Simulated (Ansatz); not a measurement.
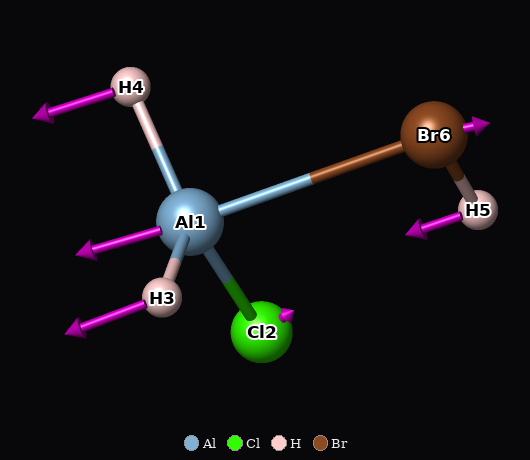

The arrows show one normal mode. Harmonic vibrations computed with RKS PBE0-D4/def2-TZVP (Ansatz 0.2.0) at a stationary point of the same level.

Q: At what wavenumber does it lie?

A: 150 cm⁻¹; it is mode 3 of 12 counted from the lowest.
